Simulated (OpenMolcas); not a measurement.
**Single-point calculation of TiN₃H₆ (part 1 of 2)**

The run: single-point calculation of TiN₃H₆ (Ti(NH2)3), multiplicity 2, SMILES [NH2][Ti]([NH2])[NH2]. Method and program: NEVPT2/ANO-RCC-VDZ, DKH2 (OpenMolcas 26.06).

The geometry comes from this level: GFN2-xTB.

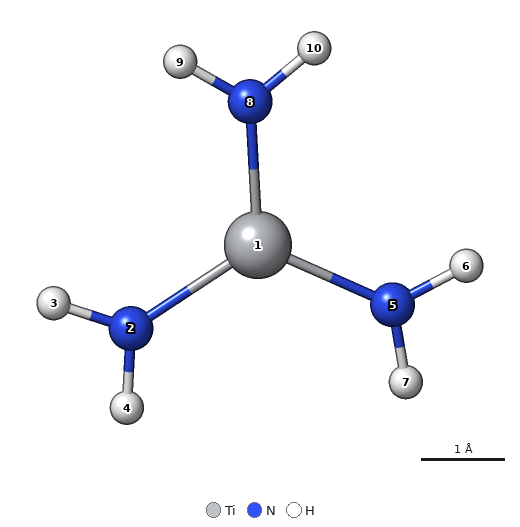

The input geometry (ball-and-stick view, seen at a tilt; atoms are numbered from 1 in the order of the input). Sticks mark near contacts. Bond lengths as drawn: H–N 1.02 Å and N–Ti 1.86 Å.

Input
```
&GATEWAY
  Coord = input.xyz
  Basis = ANO-RCC-VDZ
  Group = NoSym

&SEWARD

&RASSCF
  FileOrb = $CurrDir/step2.RasOrb
  Spin = 2
  Nactel = 5 0 0
  Inactive = 22
  Ras2 = 7
  OrbListing = Nothing

&CASPT2
  SC-NEVPT2
```

File input.xyz
```
10

Ti     0.000640     0.001320     0.000660
N      1.857910    -0.002220    -0.038160
H      2.455170    -0.830340    -0.046290
H      2.456680     0.824660    -0.049820
N     -0.927150     1.610780     0.016560
H     -1.942330     1.708620     0.060860
H     -0.515410     2.544780     0.003130
N     -0.930230    -1.606380     0.022940
H     -0.510180    -2.537230     0.014680
H     -1.945100    -1.714010     0.015420
```

Run on 1 thread of Arm Neoverse V1, 24 GiB of memory available, shared host.

Command:
```bash
export MOLCAS_MEM=1860
pymolcas step10.input > step10.log
```

The program's output
```
--- Start Module: gateway ---

                                              &GATEWAY

                       available to each process: 1.9 GB of memory, 1 thread

++    Symmetry information:
      ---------------------

                    Character Table for C1

                             E
                    a        1  x, y, xy, Rz, z, xz, Ry, yz, Rx, I
--

++    Basis set information:
      ----------------------

      Basis set label: TI.ANO-RCC...5S4P2D.

      Electronic valence basis set:
      ------------------
      Associated Effective Charge  22.000000 au
      Associated Actual Charge     22.000000 au
      Nuclear Model: Point charge

      Shell  nPrim  nBasis  Cartesian Spherical Contaminant
         s      21       5        X
         p      15       4        X
         d      10       2                 X

      Basis set label: N.ANO-RCC...3S2P.

      Electronic valence basis set:
      ------------------
      Associated Effective Charge   7.000000 au
      Associated Actual Charge      7.000000 au
      Nuclear Model: Point charge

      Shell  nPrim  nBasis  Cartesian Spherical Contaminant
         s      14       3        X
         p       9       2        X

      Basis set label: H.ANO-RCC...2S.

      Electronic valence basis set:
      ------------------
      Associated Effective Charge   1.000000 au
      Associated Actual Charge      1.000000 au
      Nuclear Model: Point charge

      Shell  nPrim  nBasis  Cartesian Spherical Contaminant
         s       8       2        X

      Basis set label: N.ANO-RCC...3S2P.

      Electronic valence basis set:
      ------------------
      Associated Effective Charge   7.000000 au
      Associated Actual Charge      7.000000 au
      Nuclear Model: Point charge

      Shell  nPrim  nBasis  Cartesian Spherical Contaminant
         s      14       3        X
         p       9       2        X

      Basis set label: H.ANO-RCC...2S.

      Electronic valence basis set:
      ------------------
      Associated Effective Charge   1.000000 au
      Associated Actual Charge      1.000000 au
      Nuclear Model: Point charge

      Shell  nPrim  nBasis  Cartesian Spherical Contaminant
         s       8       2        X

      Basis set label: N.ANO-RCC...3S2P.

      Electronic valence basis set:
      ------------------
      Associated Effective Charge   7.000000 au
      Associated Actual Charge      7.000000 au
      Nuclear Model: Point charge

      Shell  nPrim  nBasis  Cartesian Spherical Contaminant
         s      14       3        X
         p       9       2        X

      Basis set label: H.ANO-RCC...2S.

      Electronic valence basis set:
      ------------------
      Associated Effective Charge   1.000000 au
      Associated Actual Charge      1.000000 au
      Nuclear Model: Point charge

      Shell  nPrim  nBasis  Cartesian Spherical Contaminant
         s       8       2        X
--

++    Molecular structure info:
      -------------------------

                    ************************************************
                    **** Cartesian Coordinates / bohr, angstrom ****
                    ************************************************

     Center  Label                x              y              z                     x              y              z
        1      TI1              0.001209       0.002494       0.001247              0.000640       0.001320       0.000660
        2      N2               3.510941      -0.004195      -0.072112              1.857910      -0.002220      -0.038160
        3      H3               4.639599      -1.569115      -0.087475              2.455170      -0.830340      -0.046290
        4      H4               4.642452       1.558382      -0.094146              2.456680       0.824660      -0.049820
        5      N5              -1.752060       3.043933       0.031294             -0.927150       1.610780       0.016560
        6      H6              -3.670472       3.228824       0.115009             -1.942330       1.708620       0.060860
        7      H7              -0.973984       4.808937       0.005915             -0.515410       2.544780       0.003130
        8      N8              -1.757880      -3.035618       0.043350             -0.930230      -1.606380       0.022940
        9      H9              -0.964100      -4.794670       0.027741             -0.510180      -2.537230       0.014680
       10      H10             -3.675706      -3.239009       0.029140             -1.945100      -1.714010       0.015420

                    ***************************************
                    *    InterNuclear Distances / bohr    *
                    ***************************************

               1 TI1           2 N2            3 H3            4 H4            5 N5            6 H6
    1 TI1      0.000000
    2 N2       3.510505        0.000000
    3 H3       4.898212        1.929528        0.000000
    4 H4       4.896021        1.929365        3.127505        0.000000
    5 N5       3.510727        6.082841        7.883376        6.566002        0.000000
    6 H6       4.889109        7.877824        9.597838        8.481676        1.929118        0.000000
    7 H7       4.904377        6.579277        8.497093        6.490029        1.929063        3.127252
    8 N8       3.510883        6.079748        6.564715        7.879593        6.079566        6.550296
    9 H9       4.893395        6.556265        6.466755        8.474052        7.878108        8.468088
   10 H10      4.901820        7.881762        8.482125        9.603225        6.570829        6.468405

               7 H7            8 N8            9 H9           10 H10
    7 H7       0.000000
    8 N8       7.883714        0.000000
    9 H9       9.603637        1.929920        0.000000
   10 H10      8.489363        1.928634        3.126162        0.000000

                    *******************************************
                    *    InterNuclear Distances / angstrom    *
                    *******************************************

               1 TI1           2 N2            3 H3            4 H4            5 N5            6 H6
    1 TI1      0.000000
    2 N2       1.857679        0.000000
    3 H3       2.592022        1.021062        0.000000
    4 H4       2.590863        1.020976        1.655004        0.000000
    5 N5       1.857797        3.218901        4.171703        3.474579        0.000000
    6 H6       2.587205        4.168765        5.078957        4.488310        1.020846        0.000000
    7 H7       2.595285        3.481603        4.496468        3.434376        1.020816        1.654871
    8 N8       1.857879        3.217264        3.473898        4.169701        3.217168        3.466267
    9 H9       2.589473        3.469426        3.422060        4.484275        4.168915        4.481119
   10 H10      2.593931        4.170849        4.488547        5.081808        3.477133        3.422933

               7 H7            8 N8            9 H9           10 H10
    7 H7       0.000000
    8 N8       4.171882        0.000000
    9 H9       5.082026        1.021270        0.000000
   10 H10      4.492378        1.020589        1.654294        0.000000

                    **************************************
                    *    Valence Bond Angles / degree    *
                    **************************************
                          Atom centers                 Phi
                      3 H3       2 N2       4 H4       108.28
                      6 H6       5 N5       7 H7       108.30
                      9 H9       8 N8      10 H10      108.23
--

            Nuclear Potential Energy            218.66660832 au

--- Stop Module: gateway /rc=_RC_ALL_IS_WELL_ ---

--- Start Module: seward ---

                                              &SEWARD

                       available to each process: 1.9 GB of memory, 1 thread

               SEWARD will generate:
                  Multipole Moment integrals up to order  2
                  Kinetic Energy integrals
                  Nuclear Attraction integrals (point charge)
                  One-Electron Hamiltonian integrals
                  Velocity integrals
                  Relativistic Douglas-Kroll-Hess integrals:
                    - Parametrization         : EXP
                    - DKH order of Hamiltonian: 2
                    - DKH order of Properties : 0
                         - multipole moment operators
                         - electric potential operators
                         - contact operators
                  Orbital angular momentum around (  0.0007   0.0018   0.0010 )
                  Velocity quadrupole around (  0.0007   0.0018   0.0010 )
                  Atomic mean-field integrals
                  Two-Electron Repulsion integrals

                   Integrals are discarded if absolute value <: 1.00E-14
                   Integral cutoff threshold is set to       <: 1.00E-16

            Nuclear Potential Energy            218.66660832 au

      Basis set specifications :
      Symmetry species         a
      Basis functions           66

--- Stop Module: seward /rc=_RC_ALL_IS_WELL_ ---
--- Module seward spent 5 seconds ---

--- Start Module: rasscf ---

                                              &RASSCF

                       available to each process: 1.9 GB of memory, 1 thread

      Header of the ONEINT file:
      --------------------------

      OrdInt status: non-squared

      Cartesian coordinates in angstrom:
      -----------------------------------------------------
      No.  Label        X            Y            Z
      -----------------------------------------------------
       1   TI1        0.00064000   0.00132000   0.00066000
       2   N2         1.85791000  -0.00222000  -0.03816000
       3   H3         2.45517000  -0.83034000  -0.04629000
       4   H4         2.45668000   0.82466000  -0.04982000
       5   N5        -0.92715000   1.61078000   0.01656000
       6   H6        -1.94233000   1.70862000   0.06086000
       7   H7        -0.51541000   2.54478000   0.00313000
       8   N8        -0.93023000  -1.60638000   0.02294000
       9   H9        -0.51018000  -2.53723000   0.01468000
      10   H10       -1.94510000  -1.71401000   0.01542000
      -----------------------------------------------------
      Nuclear repulsion energy =  218.66660832

++    Wave function specifications:
      -----------------------------

      Number of closed shell electrons          44
      Number of electrons in active shells       5
      Max number of holes in RAS1 space          0
      Max nr of electrons in RAS3 space          0
      Number of inactive orbitals               22
      Number of active orbitals                  7
      Number of secondary orbitals              37
      Spin quantum number                      0.5
      State symmetry                             1
--

++    Orbital specifications:
      -----------------------

      Symmetry species                           1
                                                 a
      Frozen orbitals                            0
      Inactive orbitals                         22
      Active orbitals                            7
      RAS1 orbitals                              0
      RAS2 orbitals                              7
      RAS3 orbitals                              0
      Secondary orbitals                        37
      Deleted orbitals                           0
      Number of basis functions                 66
--

++    CI expansion specifications:
      ----------------------------

      Number of CSFs                           490
      Number of determinants                   735
      Number of root(s) required                 1
      Root chosen for geometry opt.              1
      CI root used                               1

      highest root included in the CI            1
      max. size of the explicit Hamiltonian    200
--

++    Optimization specifications:
      ----------------------------

      RASSCF algorithm: Conventional
      Maximum number of macro iterations       200
      Maximum number of SX iterations          100
      Threshold for RASSCF energy            1.000E-08
      Threshold for max MO rotation          1.000E-01
      Threshold for max BLB element          1.000E-04
      Level shift parameter                  5.000E-01
      Make Quasi-Newton update
--

      The MO-coefficients are taken from the file:
      step2.RasOrb
      Title: RASSCF average (pseudo-natural) orbitals

      Total molecular charge    0.00

      ************************************************************************************************************************
      *                                            Wave function control section                                             *
      ************************************************************************************************************************

                                         RASSCF iterations: Energy and convergence statistics
                                         ----------------------------------------------------
```
